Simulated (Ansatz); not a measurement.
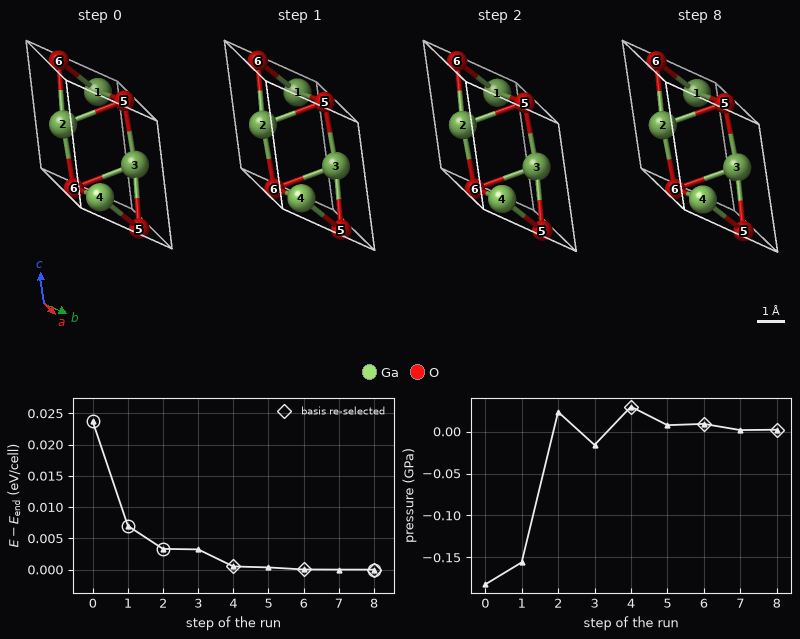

Frames of a relaxation of solid Ga₂O (a generated structure, set up in I4/mcm), marked on the history of the run. A ball-and-stick model of the cell of the calculation, seen slightly off an axis.

Method: Ansatz, DFT PBE, scalar-relativistic, plane waves, PAW.

The input:
```yaml
crystal:
  lattice:
    - [-2.7336820788, 2.7336820788, 2.9920782915]
    - [2.7336820788, -2.7336820788, 2.9920782915]
    - [2.7336820788, 2.7336820788, -2.9920782915]
  atoms:
    - { symbol: Ga, position: [0.1873860663, 0.6873860663, 0.8747721327] }
    - { symbol: Ga, position: [0.3126139337, 0.1873860663, 0.5] }
    - { symbol: Ga, position: [0.6873860663, 0.8126139337, 0.5] }
    - { symbol: Ga, position: [0.8126139337, 0.3126139337, 0.1252278673] }
    - { symbol: O, position: [0.75, 0.75, 0.0] }
    - { symbol: O, position: [0.25, 0.25, 0.0] }
basis:
  ecutwfc: 420
kpoints:
  mp_grid: { grid: [10, 10, 10] }
hamiltonian:
  xc: pbe
scf:
  occupations: { method: gaussian, width: 0.1 }
output:
  forces: true
  stress: true
  eigenvalues: true
  write_density: true
  write_potential: true
  elf: true
  volumetric_format: npy
relax:
  adjacent_minimum: "off"
  f_tol: 0.01
  max_steps: 80
  cell: { stress_tol: 0.05 }
```

Run as
```bash
ansatz run input.yaml --threads 1 --pin off --max-ram 2560MiB --backend cpu --events-out ev --progress --plain --runs-dir out
```

Describe the path.

The largest moves relative to the cell, 0.013 Å, are those of Ga1, Ga2, Ga3 and Ga4. Ga1 goes along [1 1 2]. O stays in place. Cell: a = b = c 4.889 → 4.911 Å (+0.5 %), α 112.0° → 113.8°, β 112.0° → 113.8°, γ 104.5° → 101.1°. Volume +0.3 %. Some distances before and after: Ga1–O5 2.492 → 2.499 Å. The space group stays I4/mcm (No. 140). The energy falls by 23.7 meV per cell of the calculation in 5 accepted moves (8 points after the start). Largest force component: 0.0072 eV/Å at the start, under 0.0001 eV/Å at the end. The pressure goes from −0.18 to 0.00 GPa. At 3 points the geometry stayed and the basis and grid were re-selected for the new cell (energy shift of 2.7 meV per cell of the calculation at most each time). The run took 50 s on 1 thread of AMD EPYC 9R45 96-Core Processor (Zen 5), on a shared host, peak memory 0.62 GiB. From step 0 to 1: volume +0.2 %, energy −16.7 meV per cell of the calculation. From step 1 to 2: energy −3.7 meV per cell of the calculation. From step 2 to 8: volume +0.2 %, energy −3.3 meV per cell of the calculation.
